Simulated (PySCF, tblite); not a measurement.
**B2F3H2Si radical: geometry, infrared bands and EPR parameters**

Wanted: the infrared bands and EPR parameters of B2F3H2Si radical (`FB[SiH]B(F)F`), by calculation.

Computed with tblite 0.8.0 and PySCF 2.14.0, with density-fitted response routines of our own, on a single molecule in the gas phase. Atoms count from 0, in the outputs and in this text.

## (1) The starting structure

8 atoms, charge 0, multiplicity 2; geometry from: force field or distance geometry start.

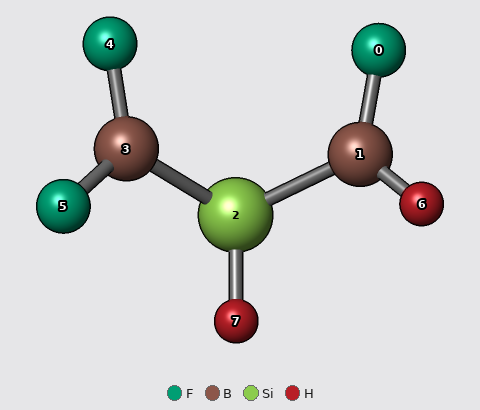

The starting geometry (fluorine teal, boron brown, silicon green, hydrogen red), atoms numbered; sticks join atoms by distance.

## (2) Relaxing the molecule with GFN2-xTB

The job: settings as JSON, then the geometry in Å.

```
{"job": {"kind": "relax", "xc": "GFN2-xTB", "basis": "xTB"}, "charge": 0, "multiplicity": 2}
F      1.460200     1.804800    -0.807600
B      1.516500     0.528700    -0.158100
Si     0.170800    -0.819600    -0.486800
B     -1.571900    -0.108600     0.020600
F     -2.089000     1.072800    -0.596800
F     -2.329000    -0.760600     1.077300
H      2.388600     0.305000     0.618900
H      0.463000    -2.013100     0.308100
```

Started as:

```bash
> OMP_NUM_THREADS=1 python probes_run.py task.json out
```

The driver reads the jobs from task.json and runs them one after another.

**Question.** This job is followed by: GFN2-xTB harmonic vibrations, gas phase; UKS B3LYP, pcH-1 on B F H Si, non-relativistic, mean-field spin-orbit, GIAO. Predict these results of the whole session: strongest single infrared mode (GFN2-xTB); zero-point energy (GFN2-xTB); g(iso) (B3LYP); ⟨S²⟩; largest a(iso) (averaged by class); surface potential, least and greatest.

The runs gave:

| quantity | value |
| --- | --- |
| strongest single infrared mode (GFN2-xTB) | 1162 cm⁻¹, 746 km/mol |
| zero-point energy (GFN2-xTB) | 19.8 kcal/mol |
| g(iso) (B3LYP) | 2.00427 |
| ⟨S²⟩ | 0.753 (exact 0.75) |
| largest a(iso) (averaged by class) | 29Si on Si2, -79.4 MHz |
| surface potential, least and greatest | -0.70 V and 1.72 V |

Over 66 steps the energy fell by 1.074 eV; of the close pairs, B3–F5 changed most, 1.454 to 1.329 Å. No mode is imaginary among the 18: a minimum at this level. The strongest single mode, at 1162 cm⁻¹, is spread over many atoms; the largest shares are those of B3, B1. Unscaled tight-binding wavenumbers are off by several per cent, some by more. Its intensities can rank the bands wrongly. Most of the unpaired spin sits on Si2 (0.91 e). The isotropic g lies 1.9 ppt above the free-electron value.
